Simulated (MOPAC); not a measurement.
## Frequency calculation of C2F6 (part 2 of 2)

The same run, continued: C2F6, SMILES FC(F)(F)C(F)(F)F; PM7, closed shell, dispersion built in (MOPAC 23.2.5). The geometry was optimised with PM7.

Geometry of the input (Å):
```
F  1.1191  -0.8010  1.1241
C  0.6763  -0.3999  -0.0588
F  1.6441  0.3234  -0.6031
F  0.5467  -1.4868  -0.8058
C  -0.6689  0.4028  0.0549
F  -0.5431  1.4813  0.8147
F  -1.1037  0.8174  -1.1264
F  -1.6409  -0.3256  0.5845
```

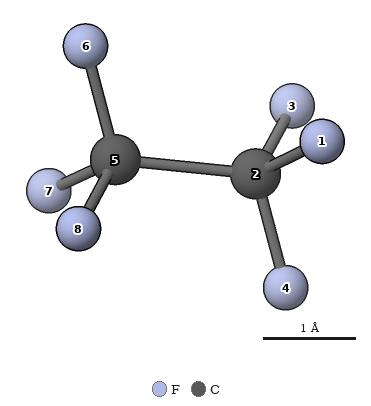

Fig. 1: The structure as given in the input (ball-and-stick view, seen at a tilt; atoms are numbered from 1 in the order of the input).

## Log, continued
```
           1   -0.0024    0.0548   -0.1427    0.1197   -0.0150    0.0396   -0.2033   -0.2069
           2    0.3415   -0.1148    0.2756   -0.2607   -0.2985   -0.2216   -0.3139    0.2091
           3   -0.2237   -0.1534    0.4285   -0.2944    0.2634   -0.3386    0.0934   -0.2491
           4    0.0000    0.0467   -0.1243    0.0847   -0.0118    0.0242   -0.1536   -0.1515
           5    0.0000    0.1227    0.0146    0.0081   -0.0792   -0.0325    0.1030   -0.1725
           6   -0.0000   -0.0574   -0.0698    0.0358    0.0459   -0.0498   -0.1416    0.0390
           7    0.3288   -0.2345    0.0496    0.2347    0.2772    0.1996    0.3830   -0.0540
           8   -0.0962    0.2280   -0.0399   -0.0216   -0.1993   -0.1013   -0.0341   -0.2756
           9    0.2221    0.4517   -0.0679    0.3231   -0.2261   -0.3394    0.2033    0.1706
          10   -0.3263    0.1460    0.1931    0.1437   -0.3315    0.2008   -0.0576    0.3814
          11   -0.2453   -0.2111   -0.2441    0.3301    0.0320   -0.2687    0.2660    0.2036
          12    0.0016   -0.2508   -0.3066    0.1816    0.2326   -0.2297   -0.1842    0.0476
          13   -0.0000    0.0457   -0.1246   -0.0847    0.0118   -0.0242   -0.1536   -0.1515
          14   -0.0000    0.1228    0.0137   -0.0081    0.0792    0.0325    0.1030   -0.1725
          15    0.0000   -0.0579   -0.0694   -0.0358   -0.0459    0.0498   -0.1416    0.0389
          16   -0.3263    0.1433    0.1929   -0.1437    0.3315   -0.2008   -0.0576    0.3813
          17   -0.2453   -0.2100   -0.2467   -0.3301   -0.0320    0.2687    0.2661    0.2037
          18    0.0016   -0.2506   -0.3068   -0.1816   -0.2326    0.2297   -0.1842    0.0476
          19   -0.0024    0.0535   -0.1431   -0.1197    0.0150   -0.0396   -0.2033   -0.2069
          20    0.3415   -0.1156    0.2733    0.2607    0.2985    0.2216   -0.3138    0.2092
          21   -0.2237   -0.1561    0.4288    0.2944   -0.2634    0.3386    0.0934   -0.2492
          22    0.3288   -0.2366    0.0481   -0.2347   -0.2772   -0.1996    0.3830   -0.0540
          23   -0.0962    0.2284   -0.0407    0.0216    0.1993    0.1013   -0.0341   -0.2756
          24    0.2221    0.4509   -0.0654   -0.3231    0.2261    0.3394    0.2033    0.1706

   Root No.       9        10        11        12        13        14        15        16

                 2 Eg      2 Eg      1 A2u     2 A1g     2 A2u     3 A1g     3 Eu      3 Eu

                 524.8     524.8     590.7     810.8    1297.9    1334.7    1524.2    1524.2

           1    0.0577   -0.4358   -0.2494    0.3383    0.2915    0.2250   -0.1785   -0.2754
           2   -0.2184    0.0115   -0.1196    0.0310   -0.0124   -0.0039   -0.0036    0.0072
           3    0.1316    0.0822   -0.1835    0.0436   -0.0190   -0.0084    0.0086    0.0057
           4    0.0359   -0.2940   -0.1549    0.1448   -0.1857   -0.2219    0.2899    0.4542
           5    0.2739   -0.0327    0.2083   -0.1947    0.2496    0.2983    0.4750   -0.1614
           6   -0.1611   -0.1212    0.3196   -0.2987    0.3830    0.4578   -0.1690    0.3254
           7    0.1582    0.1585    0.1863   -0.1235   -0.0720   -0.0589   -0.0879   -0.0018
           8    0.3767   -0.2230    0.2044   -0.3161   -0.2828   -0.2173   -0.3158    0.0182
           9    0.1112    0.1052   -0.1835    0.0460   -0.0191   -0.0069   -0.0078   -0.0043
          10   -0.1954    0.1096    0.1863   -0.1270   -0.0719   -0.0610    0.0352   -0.0835
          11   -0.0020    0.1928   -0.2504    0.1671    0.0968    0.0798   -0.0581    0.1037
          12   -0.3346   -0.2566    0.1129   -0.2706   -0.2664   -0.2016    0.1331   -0.2604
          13   -0.0359    0.2940   -0.1549   -0.1448   -0.1857    0.2219    0.2901    0.4540
          14   -0.2739    0.0327    0.2083    0.1947    0.2496   -0.2983    0.4749   -0.1617
          15    0.1611    0.1212    0.3196    0.2987    0.3830   -0.4578   -0.1688    0.3255
          16    0.1953   -0.1096    0.1895    0.1270   -0.0747    0.0610    0.0358   -0.0837
          17    0.0020   -0.1929   -0.2480   -0.1671    0.0947   -0.0798   -0.0585    0.1032
          18    0.3346    0.2566    0.1129    0.2706   -0.2664    0.2016    0.1331   -0.2604
          19   -0.0577    0.4358   -0.2493   -0.3383    0.2915   -0.2250   -0.1783   -0.2755
          20    0.2184   -0.0115   -0.1230   -0.0310   -0.0096    0.0039   -0.0035    0.0066
          21   -0.1316   -0.0822   -0.1813   -0.0436   -0.0209    0.0084    0.0092    0.0056
          22   -0.1582   -0.1585    0.1830    0.1235   -0.0692    0.0589   -0.0875   -0.0022
          23   -0.3767    0.2230    0.2054    0.3161   -0.2836    0.2173   -0.3159    0.0180
          24   -0.1112   -0.1052   -0.1857   -0.0460   -0.0172    0.0069   -0.0075   -0.0037

   Root No.      17        18

                 3 Eg      3 Eg

                1525.2    1525.2

           1   -0.2989    0.0366
           2   -0.0058    0.0109
           3   -0.0083   -0.0056
           4    0.5549   -0.0645
           5    0.0648   -0.5161
           6    0.2268    0.3051
           7   -0.0442    0.0795
           8   -0.1096    0.2655
           9   -0.0023   -0.0113
          10   -0.0639   -0.0688
          11    0.0680    0.1022
          12   -0.1558   -0.2068
          13   -0.5549    0.0645
          14   -0.0647    0.5161
          15   -0.2269   -0.3051
          16    0.0639    0.0688
          17   -0.0680   -0.1022
          18    0.1558    0.2068
          19    0.2989   -0.0367
          20    0.0058   -0.0109
          21    0.0083    0.0056
          22    0.0442   -0.0795
          23    0.1096   -0.2655
          24    0.0023    0.0113

          DESCRIPTION OF VIBRATIONS

 VIBRATION          1    1A1u        ATOM PAIR     ENERGY CONTRIBUTION    RADIAL
 FREQUENCY            29.59         F 3 -- F 4          +8.4% (365.9%)      0.0%
 TRANSITION DIPOLE   0.0000         F 1 -- F 4          +8.4% (365.9%)      0.0%
 TRAVEL (Ang.)       0.8483         F 1 -- F 3          +8.4% (365.9%)      0.0%
 REDUCED MASS        3.1664         F 7 -- F 8          +8.4% (365.9%)      0.0%
 EFFECTIVE MASS     18.9984
 FORCE CONSTANT      0.0016

 VIBRATION          3    1Eu         ATOM PAIR     ENERGY CONTRIBUTION    RADIAL
 FREQUENCY           194.06         C 2 -- C 5         +12.7% (131.8%)      0.0%
 TRANSITION DIPOLE   0.6750         F 1 -- F 4         +10.2% (118.0%)      0.0%
 TRAVEL (Ang.)       0.2818         F 6 -- F 7         +10.2% (118.0%)      0.0%
 REDUCED MASS        4.3747         F 1 -- C 2          +7.6% (102.2%)      0.1%
 EFFECTIVE MASS     20.0619
 FORCE CONSTANT      0.0971

 VIBRATION          5    1Eg         ATOM PAIR     ENERGY CONTRIBUTION    RADIAL
 FREQUENCY           318.46         F 6 -- F 7         +10.4% ( 62.2%)     57.8%
 TRANSITION DIPOLE   0.0000         F 1 -- F 4         +10.4% ( 62.2%)     58.4%
 TRAVEL (Ang.)       0.2629         F 1 -- F 3         +10.1% ( 61.4%)     25.8%
 REDUCED MASS        3.0629         F 7 -- F 8         +10.1% ( 61.4%)     26.3%
 EFFECTIVE MASS     19.1002
 FORCE CONSTANT      0.1830

 VIBRATION          6    1A1g        ATOM PAIR     ENERGY CONTRIBUTION    RADIAL
 FREQUENCY           324.77         F 1 -- F 4         +11.5% ( 54.1%)    100.0%
 TRANSITION DIPOLE   0.0000         F 6 -- F 7         +11.5% ( 54.1%)    100.0%
 TRAVEL (Ang.)       0.2582         F 7 -- F 8         +11.5% ( 54.1%)    100.0%
 REDUCED MASS        3.1148         F 1 -- F 3         +11.5% ( 54.1%)    100.0%
 EFFECTIVE MASS     19.0236         F 3 -- F 4         +11.5% ( 54.1%)    100.0%
 FORCE CONSTANT      0.1936         F 6 -- F 8         +11.5% ( 54.1%)    100.0%

 VIBRATION          8    2Eu         ATOM PAIR     ENERGY CONTRIBUTION    RADIAL
 FREQUENCY           420.81         C 2 -- C 5         +13.7% ( 98.8%)      0.0%
 TRANSITION DIPOLE   1.2401         C 2 -- F 4          +9.0% ( 80.0%)      0.1%
 TRAVEL (Ang.)       0.2431         C 5 -- F 6          +9.0% ( 80.0%)      0.1%
 REDUCED MASS        2.7125         F 7 -- F 8          +8.7% ( 78.7%)      7.0%
 EFFECTIVE MASS     18.9322
 FORCE CONSTANT      0.2830

 VIBRATION         10    2Eg         ATOM PAIR     ENERGY CONTRIBUTION    RADIAL
 FREQUENCY           524.83         C 2 -- C 5         +15.7% (114.0%)      0.0%
 TRANSITION DIPOLE   0.0000         F 1 -- F 4          +9.6% ( 89.3%)      9.8%
 TRAVEL (Ang.)       0.2264         F 6 -- F 7          +9.6% ( 89.3%)     10.4%
 REDUCED MASS        2.5064         F 7 -- F 8          +8.3% ( 83.1%)     26.9%
 EFFECTIVE MASS     18.4432
 FORCE CONSTANT      0.4068

 VIBRATION         11    1A2u        ATOM PAIR     ENERGY CONTRIBUTION    RADIAL
 FREQUENCY           590.75         C 2 -- C 5         +14.0% ( 95.5%)      0.0%
 TRANSITION DIPOLE   2.7924         C 2 -- F 3          +8.7% ( 75.3%)      2.4%
 TRAVEL (Ang.)       0.2346         C 5 -- F 7          +8.7% ( 75.3%)      2.4%
 REDUCED MASS        2.0736         C 5 -- F 6          +8.7% ( 75.3%)      2.4%
 EFFECTIVE MASS     17.0859
 FORCE CONSTANT      0.4264

 VIBRATION         12    2A1g        ATOM PAIR     ENERGY CONTRIBUTION    RADIAL
 FREQUENCY           810.78         C 2 -- C 5         +15.1% ( 80.4%)    100.0%
 TRANSITION DIPOLE   0.0000         F 3 -- F 4          +7.6% ( 57.1%)    100.0%
 TRAVEL (Ang.)       0.1992         F 6 -- F 8          +7.6% ( 57.1%)    100.0%
 REDUCED MASS        2.0954         F 7 -- F 8          +7.6% ( 57.1%)    100.0%
 EFFECTIVE MASS     17.2084
 FORCE CONSTANT      0.8116

 VIBRATION         13    2A2u        ATOM PAIR     ENERGY CONTRIBUTION    RADIAL
 FREQUENCY          1297.92         C 5 -- F 6         +11.1% ( 52.6%)     49.7%
 TRANSITION DIPOLE   3.4164         C 5 -- F 8         +11.1% ( 52.6%)     49.7%
 TRAVEL (Ang.)       0.1517         F 1 -- C 2         +11.1% ( 52.6%)     49.7%
 REDUCED MASS        2.2574         C 2 -- F 3         +11.1% ( 52.6%)     49.7%
 EFFECTIVE MASS     15.4243         C 5 -- F 7         +11.1% ( 52.6%)     49.7%
 FORCE CONSTANT      2.2405         C 2 -- F 4         +11.1% ( 52.6%)     49.7%
                            C 2 -- C 5         +10.9% ( 52.1%)      0.6%

 VIBRATION         14    3A1g        ATOM PAIR     ENERGY CONTRIBUTION    RADIAL
 FREQUENCY          1334.70         C 2 -- C 5         +20.5% ( 74.8%)    100.0%
 TRANSITION DIPOLE   0.0000         C 2 -- F 3         +11.3% ( 55.7%)     39.3%
 TRAVEL (Ang.)       0.1257         C 5 -- F 8         +11.3% ( 55.7%)     39.3%
 REDUCED MASS        3.1993         C 2 -- F 4         +11.3% ( 55.7%)     39.3%
 EFFECTIVE MASS     14.0299         C 5 -- F 6         +11.3% ( 55.7%)     39.3%
 FORCE CONSTANT      3.3579         F 1 -- C 2         +11.3% ( 55.7%)     39.3%
                            C 5 -- F 7         +11.3% ( 55.7%)     39.3%

 VIBRATION         16    3Eu         ATOM PAIR     ENERGY CONTRIBUTION    RADIAL
 FREQUENCY          1524.21         C 2 -- C 5         +17.3% ( 68.1%)      0.0%
 TRANSITION DIPOLE   4.2506         C 2 -- F 4         +14.2% ( 61.7%)     84.5%
 TRAVEL (Ang.)       0.1168         C 5 -- F 6         +14.2% ( 61.7%)     85.2%
 REDUCED MASS        3.2446         C 5 -- F 7         +13.7% ( 60.5%)     79.4%
 EFFECTIVE MASS     14.1024         F 1 -- C 2         +13.7% ( 60.5%)     80.3%
 FORCE CONSTANT      4.4412

 VIBRATION         18    3Eg         ATOM PAIR     ENERGY CONTRIBUTION    RADIAL
 FREQUENCY          1525.23         C 2 -- C 5         +19.6% ( 74.0%)      0.0%
 TRANSITION DIPOLE   0.0002         C 5 -- F 8         +14.2% ( 63.0%)     85.9%
 TRAVEL (Ang.)       0.1119         C 2 -- F 3         +14.2% ( 63.0%)     85.3%
 REDUCED MASS        3.5285         C 2 -- F 4         +13.0% ( 60.3%)     73.6%
 EFFECTIVE MASS     13.7735         C 5 -- F 6         +13.0% ( 60.3%)     72.7%
 FORCE CONSTANT      4.8363

      SYMMETRY NUMBER FOR POINT-GROUP D3d =  6

          SYSTEM IS A GROUND STATE

 frequencies of C2F6

          MOLECULE IS NOT LINEAR

          THERE ARE 18 GENUINE VIBRATIONS IN THIS SYSTEM
          THIS THERMODYNAMICS CALCULATION IS LIMITED TO
          MOLECULES WHICH HAVE NO INTERNAL ROTATIONS

                    CALCULATED THERMODYNAMIC PROPERTIES
                                          *
   TEMP. (K)   PARTITION FUNCTION   H.O.F.    ENTHALPY  HEAT CAPACITY ENTROPY
                                   KCAL/MOL   CAL/MOLE    CAL/K/MOL  CAL/K/MOL

 298.00  VIB.     0.7086D+02                  2805.4595    18.0570    17.8811
         ROT.     0.4814D+05                   888.2803     2.9808    24.4066
         INT.     0.3411D+07                  3693.7398    21.0379    42.2877
         TRA.     0.1567D+28                  1480.4672     4.9680    40.6761
         TOT.                     -311.880    5174.2070    26.0059    82.9638

 298.00  VIB.     0.7086D+02                  2805.4595    18.0570    17.8811
         ROT.     0.4814D+05                   888.2803     2.9808    24.4066
         INT.     0.3411D+07                  3693.7398    21.0379    42.2877
         TRA.     0.1567D+28                  1480.4672     4.9680    40.6761
         TOT.                     -311.880    5174.2070    26.0059    82.9638

 398.00  VIB.     0.3369D+03                  4793.3687    21.5589    23.6089
         ROT.     0.7430D+05                  1186.3609     2.9808    25.2691
         INT.     0.2503D+08                  5979.7296    24.5397    48.8780
         TRA.     0.2419D+28                  1977.2682     4.9680    42.1137
         TOT.                     -309.097    7956.9979    29.5077    90.9916

   *: NOTE: HEATS OF FORMATION ARE RELATIVE TO THE
            ELEMENTS IN THEIR STANDARD STATE AT 298K
              (=  Standard Enthalpy of Formation).

            Hvib:  Zero-point energy is not included.
                   frequencies of less than zero cm-1 are not included.
            Hrot = (3/2)RT
            Htra = (3/2)RT + pV = (5/2)RT

            Heat capacity is Cp, not Cv

           FORCE CONSTANT IN CARTESIAN COORDINATES (Millidynes/A)

    ATOM   CHEMICAL       X               Y               Z
   NUMBER   SYMBOL  FORCE CONSTANT  FORCE CONSTANT  FORCE CONSTANT

      1       F        9.650210        0.777960        0.773976
      2       C       11.339159       10.947541        9.759726
      3       F        1.498598        8.929188        0.774361
      4       F        1.548091        2.098798        7.555258
      5       C       11.339159       10.947541        9.759726
      6       F        1.548091        2.098798        7.555258
      7       F        9.650210        0.777960        0.773976
      8       F        1.498598        8.929188        0.774361

 *                    *
 * JOB ENDED NORMALLY *
 *                    *

 TOTAL JOB TIME:             0.05 SECONDS

 == MOPAC DONE ==
```

## Summary

```csv
quantity,value
outcome,converged
heat of formation,−311.88 kcal/mol
basis functions,32
zero-point energy,0.030536 hartree
"wavenumbers, lowest and highest",30 and 1525 cm⁻¹
peak memory,0.073 GiB
```

MOPAC's energies along a path are heats of formation.
